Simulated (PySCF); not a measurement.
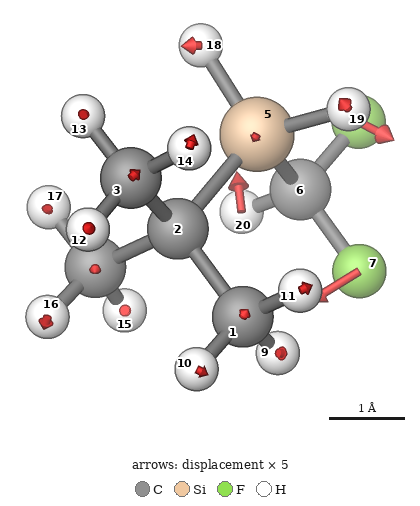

This is a relaxation of C$_{5}$H$_{12}$F$_{2}$Si. The starting structure is drawn; red arrows show the displacements, 5 times their true length. The two geometries are superimposed by the best rigid fit.

The picture is a ball-and-stick view, seen from a free direction.

The start comes from GFN2-xTB. Its atoms were then displaced at random by about 0.01 Å.

Level of theory: PBE0-D3(BJ)/def2-SVP geometry optimisation, gas phase (PySCF 2.14.0, density-fitted response routines). 

Question: What happened in the run?

Answer: An F atom moves most after the best rigid fit: 0.16 Å. Largest moves by element: F 0.16 Å, H 0.12 Å, C 0.04 Å, Si 0.03 Å. Among the contacts that change: C–H 1.051 → 1.100 Å, H–Si 1.464 → 1.496 Å, C–H 1.075 → 1.102 Å, C–F 1.379 → 1.361 Å. Among the angles between lasting bonds that change: H–C–H 111.8° → 108.1°, C–C–H 107.1° → 110.1°, H–C–H 110.3° → 107.9°. Over 7 geometry steps the energy falls by 3.83 kcal/mol. Cost: 3.6 min on 1 thread of Arm Neoverse N1, with other jobs on the host.
